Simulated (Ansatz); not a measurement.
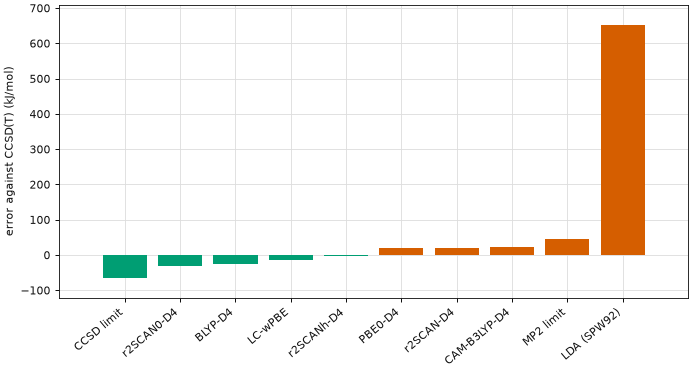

Error in the electronic atomisation energy (method less reference, so positive means overbinding) of C₄H₉Al, SMILES C=[CH][Al]([CH3])[CH3], singlet: functionals in def2-TZVPP against frozen-core CCSD(T) at the limit (MP2 extrapolated from triple and quadruple zeta, plus CCSD(T) less MP2 in a smaller set), which gives 5336.0 kJ/mol, at a PBE0-D4/def2-TZVP geometry (a minimum by its frequencies), no zero-point or spin-orbit term, the Ansatz code 0.2.0. The reference leaves out core correlation, a term that grows with the number of heavy atoms. No dispersion term is added to LC-wPBE. Limit means the basis limit.

Q: What range do the values span?

A: From −64.6 kJ/mol (CCSD limit) to 651.8 kJ/mol (LDA (SPW92)).

Q: Which of these levels overbind, and which underbind?

A: Overbind: MP2 limit and LDA (SPW92). Underbind: CCSD limit and r2SCAN0-D4. Within 25 kJ/mol of zero, too close to call in view of what the reference leaves out: BLYP-D4, LC-wPBE, r2SCANh-D4, PBE0-D4, r2SCAN-D4 and CAM-B3LYP-D4.

Caveats, for all or some of the runs: one conformer of a flexible molecule.
